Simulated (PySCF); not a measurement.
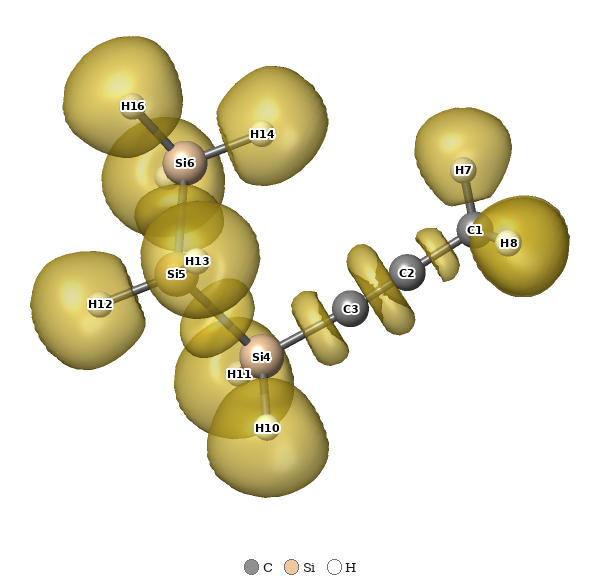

Figure 1: C₃H₁₀Si₃ (SMILES CC#C[SiH2][SiH2][SiH3]). Isosurface of the ELF at 0.8 (yellow), seen across its widest extent. Core shells and regions of very low density are left out.

Geometry: PBE0-D3(BJ)/def2-SVP.

All numbers below come from PySCF 2.14.0, PBE0/pcSseg-1, SCF density, gas phase, non-relativistic.

```json
{"atom": "C", "x (Å)": "2.8601", "y (Å)": "1.6620", "z (Å)": "-0.0962"}
{"atom": "C", "x (Å)": "2.0130", "y (Å)": "0.4948", "z (Å)": "-0.2498"}
{"atom": "C", "x (Å)": "1.3061", "y (Å)": "-0.4902", "z (Å)": "-0.3837"}
{"atom": "Si", "x (Å)": "0.1462", "y (Å)": "-1.8945", "z (Å)": "-0.5255"}
{"atom": "Si", "x (Å)": "-1.7161", "y (Å)": "-1.3357", "z (Å)": "0.7882"}
{"atom": "Si", "x (Å)": "-2.4607", "y (Å)": "0.7692", "z (Å)": "0.0750"}
{"atom": "H", "x (Å)": "2.2641", "y (Å)": "2.5492", "z (Å)": "0.1687"}
{"atom": "H", "x (Å)": "3.6059", "y (Å)": "1.5046", "z (Å)": "0.6987"}
{"atom": "H", "x (Å)": "3.4011", "y (Å)": "1.8823", "z (Å)": "-1.0299"}
{"atom": "H", "x (Å)": "0.8008", "y (Å)": "-3.1623", "z (Å)": "-0.0805"}
{"atom": "H", "x (Å)": "-0.2801", "y (Å)": "-2.0556", "z (Å)": "-1.9503"}
{"atom": "H", "x (Å)": "-2.8043", "y (Å)": "-2.3559", "z (Å)": "0.6490"}
{"atom": "H", "x (Å)": "-1.3064", "y (Å)": "-1.2647", "z (Å)": "2.2268"}
{"atom": "H", "x (Å)": "-1.3637", "y (Å)": "1.7690", "z (Å)": "0.2538"}
{"atom": "H", "x (Å)": "-2.8211", "y (Å)": "0.7045", "z (Å)": "-1.3757"}
{"atom": "H", "x (Å)": "-3.6592", "y (Å)": "1.2253", "z (Å)": "0.8452"}
```

> What do the ELF domains correspond to?

The ELF exceeds this value in two regions between bonded C–C atoms (shared pairs), one region between bonded C–Si atoms (shared pairs), two regions between bonded Si–Si atoms (shared pairs) and ten regions around hydrogen nuclei. Profiles from the grid: C–C (1.22 Å): the ELF peaks at about 0.85 between the atoms: a multiple bond. C–Si (1.83 Å): the ELF peaks at about 0.95 between the atoms (a shared electron pair).
